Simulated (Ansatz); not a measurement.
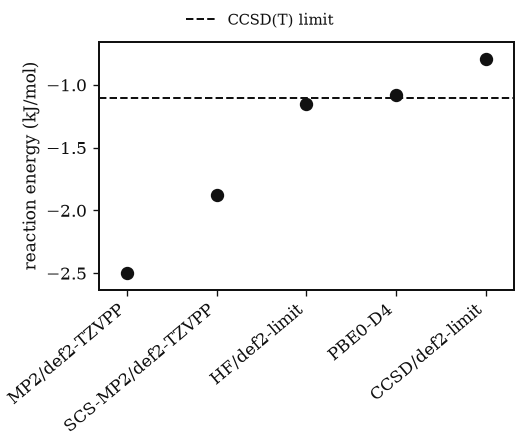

Electronic reaction energy of SiPH₅O₂ (O[SiH2]PO) + SiH₄Se ([SiH3][SeH]) → SiPH₅SeO (OP[SiH2][SeH]) + SiH₄O (O[SiH3]) (SMILES in brackets) at several levels (functionals in def2-TZVPP unless a basis is named), isolated molecules at PBE0-D4 triple-zeta geometries, minima by their frequencies, no zero-point or thermal terms, the Ansatz code. The line is frozen-core CCSD(T) at the basis limit (MP2 extrapolated from triple and quadruple zeta, plus CCSD(T) less MP2 in a smaller set). The distance of MP2/def2-TZVPP and SCS-MP2/def2-TZVPP to the limit includes basis error.

What do zero-point energy and temperature add?

Zero-point change −0.9 kJ/mol; at 298.15 K and 1 bar the CCSD(T) limit plus thermal terms gives an enthalpy of reaction of −1.2 and a free energy of −1.7 kJ/mol (harmonic PBE0-D4 modes, ideal gas).

Give the values.

```tsv
level	kJ/mol	less CCSD(T) limit
MP2/def2-TZVPP	−2.5	−1.4
SCS-MP2/def2-TZVPP	−1.9	−0.8
HF/def2-limit	−1.2	−0.1
PBE0-D4	−1.1	0.0
CCSD/def2-limit	−0.8	0.3
CCSD(T) limit	−1.1	0.0
```

Known limits of this run: no scalar relativity up to krypton; outer-core shells are correlated without core-valence functions, which makes the correlated values less sure; one conformer of each flexible molecule.
